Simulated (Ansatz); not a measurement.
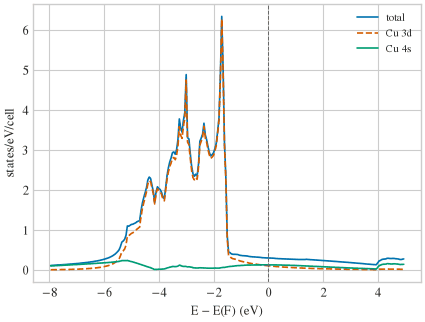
Figure. Total and projected density of states of Cu (fcc (Cu type), Fm-3m), DFT-PBE+D3(BJ) in the program Ansatz with PAW potentials

### Question
Which orbitals carry the states next to the Fermi level?

### Answer
Within 0.5 eV of the Fermi level: Cu 4s 42 %, Cu 3d 35 %, outside the projected shells 23 %. Projections are on Löwdin-orthogonalised atomic valence shells; empty p or d shells of many metals are not among them.

### Question
Where is the tallest occupied peak in this window, and what makes it?

### Answer
Near -1.7 eV, about 6.3 states/eV per cell; the largest projected share is Cu 3d.

Symmetry was held in the PBE+D3(BJ) relaxation. No spin polarisation was allowed. The pairwise dispersion correction was not fitted to metals.

Potentials: the earlier of the program's two PAW sets.
